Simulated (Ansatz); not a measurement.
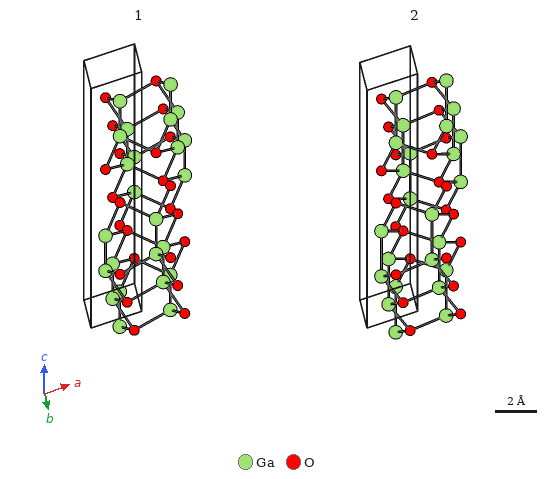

Two geometries of a crystal of GaO (a generated structure, set up in P6_3/mmc) (coarse preliminary run), drawn at one scale. One is the start of a relaxation, the other its converged end. The picture is a ball-and-stick view of the cell of the calculation, repeated 2 × 3 × 1 with one cell outlined, seen from a free direction.

Method: DFT PBEsol, scalar-relativistic, plane waves, PAW (Ansatz). Settings: plane-wave cutoff 420 eV; k-point mesh 6 × 6 × 2; occupations gaussian; smearing width 0.1 eV; no spin polarisation; cell and atoms relaxed; force threshold 0.05 eV/Å; at most 80 steps.

**Which of the two is the end point?**

Structure 2 is the relaxed one. After 6 accepted moves (7 points after the start) the energy has fallen by 725 meV per atom. The largest force component goes from 13 to 0.022 eV/Å. The pressure goes from 6.11 to −0.23 GPa. The SCF was repeated once at an unchanged geometry on a basis and grid sized afresh for the cell, which shifted the energy by 0.5 meV per atom at most. The largest moves relative to the cell, 0.29 Å, are those of Ga atoms. By element the largest moves are Ga 0.29 Å, O 0.01 Å. The drawn cell changes as follows: a = b 3.074 → 3.069 Å (−0.2 %), c 13.077 → 12.977 Å (−0.8 %); the volume changes by −1.1 %. Some distances before and after: Ga–Ga 1.909 → 2.480 Å, Ga–O 2.041 → 1.913 Å. Bond angles that change, for instance: O–Ga–O 97.7° → 106.7°, Ga–O–Ga 97.7° → 106.7°, Ga–Ga–O 119.6° → 112.1°. The space group stays P6_3/mmc (No. 194). Cost: 27 s on 4 threads of Intel(R) Xeon(R) Processor @ 2.50GHz (Skylake/Cascade Lake) (shared host), peak memory 0.51 GiB.

Limits of the set-up: layers or molecules are held without a dispersion correction, so their spacing is unreliable.
